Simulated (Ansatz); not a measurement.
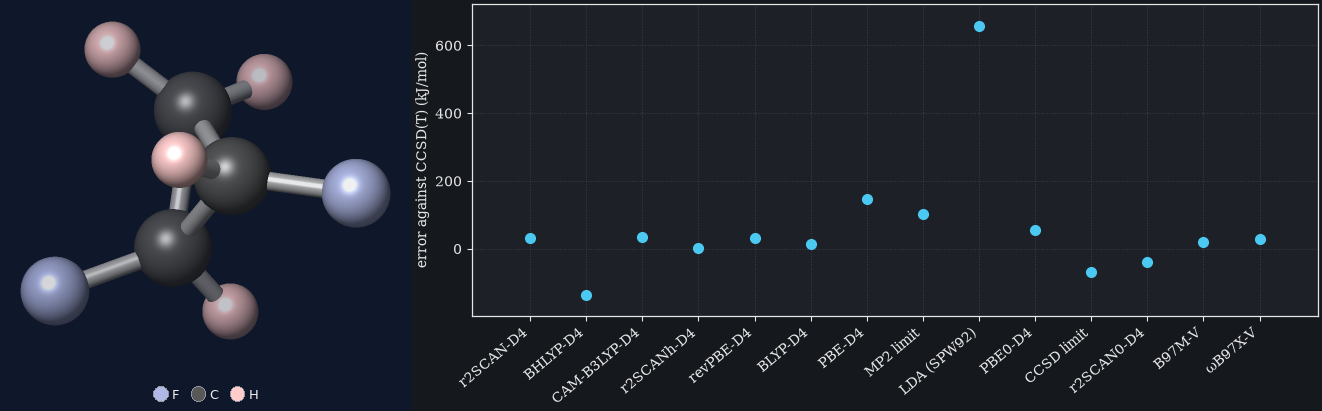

Error in the electronic atomisation energy (method less reference, so positive means overbinding) of C₃H₄F₂, SMILES F[C@H]1C[C@@H]1F: functionals in def2-TZVPP against frozen-core CCSD(T) at the limit (scheme: direct), which gives 3611.1 kJ/mol, at a PBE0-D4/def2-TZVP geometry (a minimum by its frequencies), no zero-point or spin-orbit term, the Ansatz code 0.2.0. The reference leaves out core correlation, a term that grows with the number of heavy atoms. Limit means the basis limit.

**What range do the values span?**

From −135.6 kJ/mol (BHLYP-D4) to 658.4 kJ/mol (LDA (SPW92)).

**Which of these levels overbind, and which underbind?**

Overbind: r2SCAN-D4, CAM-B3LYP-D4, revPBE-D4, PBE-D4, MP2 limit, LDA (SPW92), PBE0-D4 and ωB97X-V. Underbind: BHLYP-D4, CCSD limit and r2SCAN0-D4. Within 25 kJ/mol of zero, too close to call in view of what the reference leaves out: r2SCANh-D4, BLYP-D4 and B97M-V.
